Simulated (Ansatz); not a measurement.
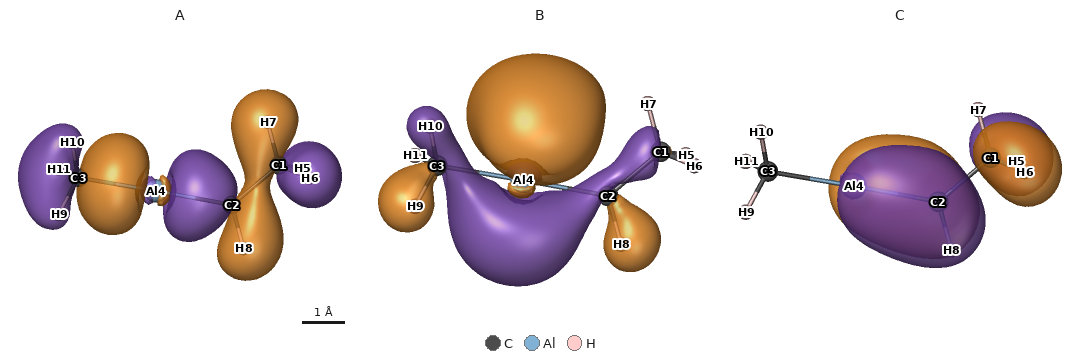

C3H7Al (SMILES C[CH][Al+][CH3]) (charge +1, doublet). Three frontier orbitals at ±0.08 Å⁻³ᐟ² (orange and purple are the two phases), in no order.

Geometry: B3LYP-D3(BJ)/def2-SVP.

These are results of Ansatz 0.2.0, isolated molecule in a Gaussian basis; Kohn-Sham density functional theory, functional PBE0, not measurements.

Input file:

```
crystal:
  periodic: [false, false, false]
  atoms:
    - {symbol: C, position_ang: [-0.779248, 2.664613, -1.216971]}
    - {symbol: C, position_ang: [-0.864192, 1.181165, -1.118209]}
    - {symbol: C, position_ang: [0.468461, -1.139588, 1.583690]}
    - {symbol: Al, position_ang: [-0.202023, 0.040677, 0.230308]}
    - {symbol: H, position_ang: [-1.798572, 3.092317, -1.288673]}
    - {symbol: H, position_ang: [-0.283813, 2.948012, -2.166168]}
    - {symbol: H, position_ang: [-0.252776, 3.157436, -0.388326]}
    - {symbol: H, position_ang: [-1.388889, 0.688704, -1.952693]}
    - {symbol: H, position_ang: [0.708773, -2.122704, 1.144544]}
    - {symbol: H, position_ang: [1.387594, -0.723025, 2.029494]}
    - {symbol: H, position_ang: [-0.280914, -1.280207, 2.380189]}
basis:
  gaussian:
    orbitals: def2-TZVPD
output: {forces: true, orbitals: {seedname: orbitals}}
hamiltonian:
  xc: {name: PBE0}
magnetization:
  spin_polarized: true
  initial_magnetization: 1
total_charge: 1
```

Run with:

```sh
ansatz run input.yaml --threads 2 --pin off --max-ram 4350MiB --events-out events.jsonl --progress --plain --runs-dir runs
```

Which picture is the HOMO−1, the HOMO and the LUMO? All are α orbitals.

Answer. A is the HOMO−1 (α) (−13.80 eV). It lies mainly on C2 (about 25 %), C3 (about 20 %), Al4 (about 15 %) and C1 (about 15 %). C is the HOMO (α) (−11.74 eV). Its weight (Hirshfeld) is mainly on C2 (about 50 %), Al4 (about 20 %) and C1 (about 10 %). B is the LUMO (α) (−6.38 eV). Its weight (Hirshfeld) is mainly on Al4 (about 70 %), C2 (about 10 %) and C3 (about 10 %).

What is the gap between the highest occupied and lowest empty α orbitals?

Answer. 5.36 eV between the orbital energies.
